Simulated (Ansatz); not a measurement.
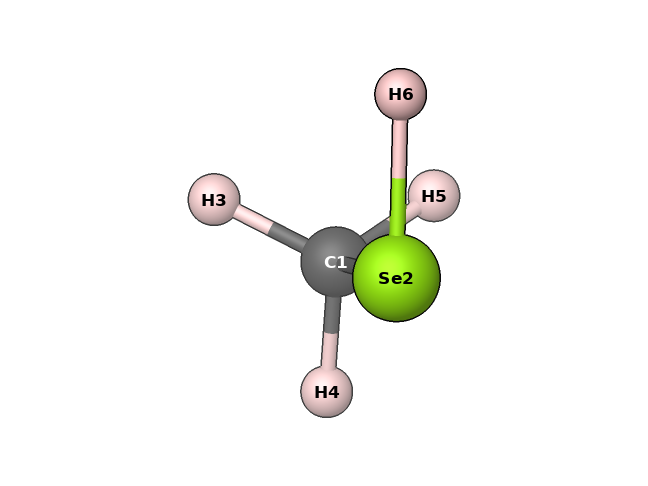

C1 lies behind Se2. The molecule seen a little off the Se2–C1 bond, Se2 in front. Atoms fade into the background with distance from the viewer. The geometry was computed by an optimisation with PBE0-D4/def2-TZVP. No frequency run is at hand to confirm it as a minimum.

Question: What is the torsion angle H6–Se2–C1–H3? The sign is positive where the front bond must turn clockwise to cover the back bond.

Answer: −62°, synclinal (gauche).
